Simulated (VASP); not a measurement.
Band structure of WO3 (space group P4/ncc). Level of theory: LDA (Ceperley-Alder, Perdew-Zunger), VASP's LDA PAW potentials (set 64) (plane waves; VASP).

Unless said otherwise, spin-orbit coupling is left out, though it shifts the bands of the heavy elements here.

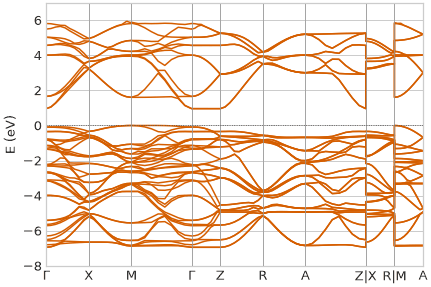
Bands along high-symmetry lines, zero at the valence-band maximum or, without a gap, the Fermi level

Question: Read the plot: is there a gap, and where are the band edges?

Answer: The gap is indirect, 0.96 eV, from the valence maximum at M-Γ at 0.33 to the conduction minimum at Γ-Z at 0.56. (Edges off the drawn lines would not show.)

The structure comes from a computed database's WO3 entry (P4/ncc); how it stands against other phases isn't given here. It was relaxed first.
